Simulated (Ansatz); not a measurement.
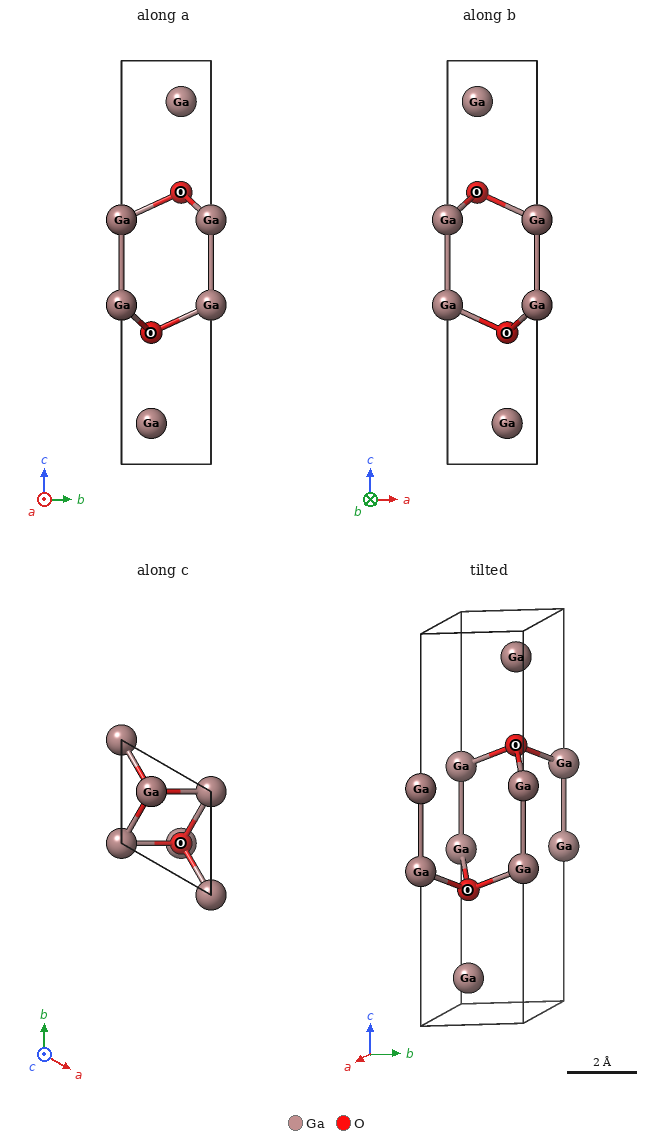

Structure drawing (ball-and-stick), viewed along the a axis, along the b axis, along the c axis and slightly off an axis. The wireframe shows the conventional unit cell.

Lattice parameters: a = 3.028 Å, b = 3.028 Å, c = 11.820 Å, α = 90.00°, β = 90.00°, γ = 120.00°.

**Give the atomic positions as a table of Wyckoff sites, with free fractional coordinates to two decimals.**

Space group P-3m1 (No. 164).
```
atom  site       x       y     z
  Ga    2c    0.00    0.00  0.39
  Ga    2d  0.6667  0.3333  0.10
   O    2d  0.6667  0.3333  0.33
```

Provenance: a structure type filled with these elements by a generator (whether the compound takes this form wasn't checked). Earlier steps of the study may have refined or changed the cell and positions. It was run through Ansatz as a DFT input.
